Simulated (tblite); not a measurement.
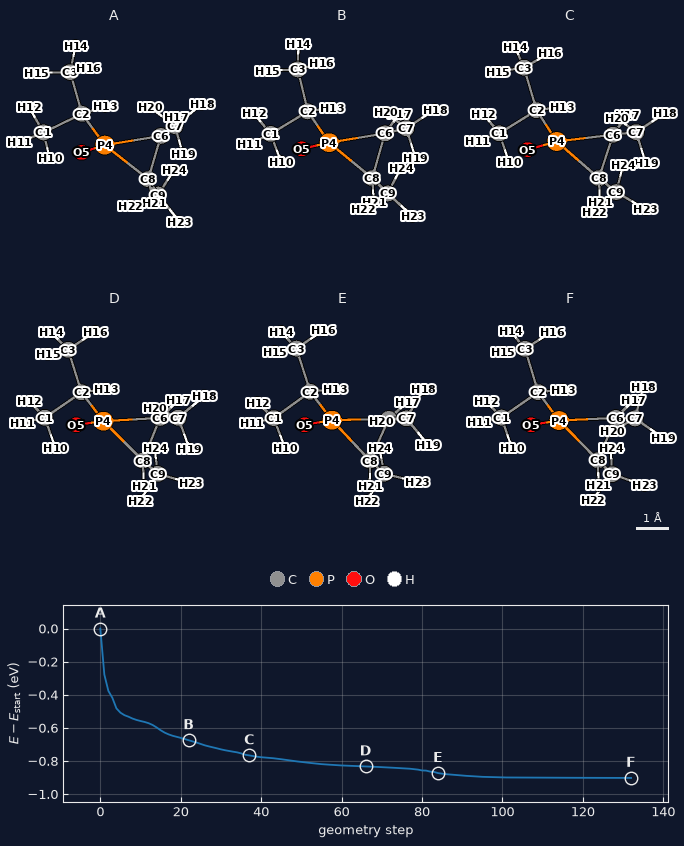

Frames of a relaxation of C₇H₁₅OP, marked on the history of the run. A ball-and-stick model, seen from a free direction.

The calculation used tblite, GFN2-xTB geometry optimisation, gas phase. 

**Describe the path.**

The largest move after the best rigid fit is that of H20, 1.38 Å. By element the largest moves are H 1.38 Å, O 0.40 Å, C 0.35 Å, P 0.26 Å. Near-neighbour distances that change, for instance: C6–C8 1.491 → 1.568 Å, C2–P4 1.796 → 1.849 Å, P4–O5 1.514 → 1.470 Å, C1–H12 1.132 → 1.089 Å. Among the angles between lasting bonds that change: C2–P4–C8 122.5° → 114.7°, C1–C2–P4 114.3° → 107.2°, P4–C8–C9 120.5° → 127.2°. Groups turn about C6–C7 by about 55°, C8–C9 by about 45°, C2–C3 by about 40°. The energy falls by 0.902 eV in 132 geometry steps. From step 0 to 22: H20 moves most (0.38 Å), energy −0.674 eV. From step 22 to 37: H16 moves most (0.46 Å), energy −0.092 eV. From step 37 to 66: H24 moves most (0.41 Å), energy −0.067 eV. From step 66 to 84: H20 moves most (0.41 Å), energy −0.040 eV. From step 84 to 132: H19 moves most (0.36 Å), energy −0.029 eV.

```
step  E − E(0), eV
   0        0.0000
   1       -0.2777
   2       -0.3759
   3       -0.4182
   4       -0.4816
   5       -0.5077
   6       -0.5227
   7       -0.5319
   8       -0.5431
   9       -0.5515
  10       -0.5579
  16       -0.6281
  23       -0.6811
  29       -0.7229
  36       -0.7617
  42       -0.7804
  49       -0.8023
  55       -0.8184
  61       -0.8274
  68       -0.8343
  74       -0.8417
  81       -0.8574
  87       -0.8811
  93       -0.8920
 100       -0.8986
 106       -0.8997
 113       -0.9005
 119       -0.9009
 126       -0.9016
 132       -0.9018
```
